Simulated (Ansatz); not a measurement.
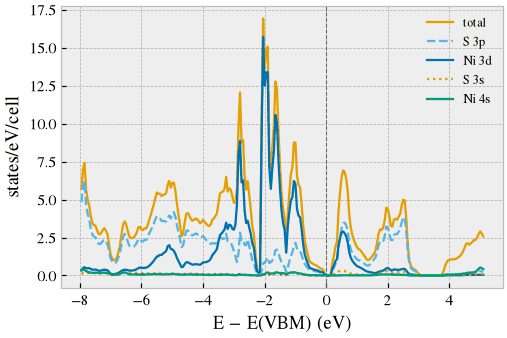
*Total and projected density of states of NiS₂ in space group P2_1/c (No. 14; Ni on 2c, S on 4e), r²SCAN+D4 in the plane-wave PAW code Ansatz*

Problem. Which orbitals carry the states next to the gap?

Solution. Top 1 eV of the valence band: Ni 3d 64 %, S 3p 30 %. Bottom 1 eV of the conduction band: S 3p 50 %, Ni 3d 41 %. Projections are on Löwdin-orthogonalised atomic valence shells; empty p or d shells of many metals are not among them.

Problem. Where is the tallest occupied peak in this window, and what makes it?

Solution. Near -2.0 eV, about 17 states/eV per cell; the largest projected share is Ni 3d.

The workflow started from a Materials Project entry (that database holds measured and hypothetical structures alike); the Crystallography Open Database copy checked does not list it. COD files the formula under space group No. 205, so this cell is another polymorph or a model. Its standing as an ambient phase is unchecked. The r²SCAN+D4 relaxation kept the symmetry of its start; whether a distortion lowers the energy is not shown. No spin polarisation was allowed.

Potentials: the later of the program's two PAW sets.
